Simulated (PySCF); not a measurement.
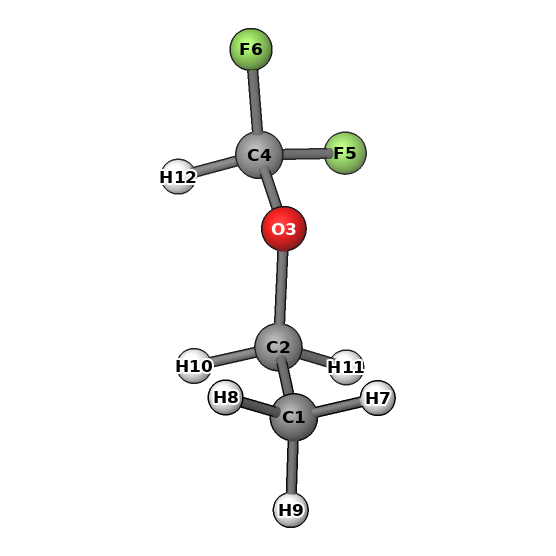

Computed geometry: PBE0-D3(BJ)/def2-SVP optimisation. No frequency run is at hand to confirm it as a minimum. Electric field gradients from the ground-state density, PBE0/pcSseg-1 in benzene (IEF-PCM) (PySCF 2.14.0), non-relativistic apart from any core potentials.

Give the largest field-gradient component, the quadrupole coupling constant and the asymmetry for 17O at O3 (Q = −25.6 mb), 2H at H7 (Q = 2.86 mb), 2H at H8 (Q = 2.86 mb).

```json
{"atom": "O3", "V_zz (a.u.)": "1.883", "e²qQ/h (MHz)": "−11.33", "η": "0.93"}
{"atom": "H7", "V_zz (a.u.)": "0.291", "e²qQ/h (MHz)": "0.196", "η": "0.03"}
{"atom": "H8", "V_zz (a.u.)": "0.291", "e²qQ/h (MHz)": "0.196", "η": "0.03"}
```
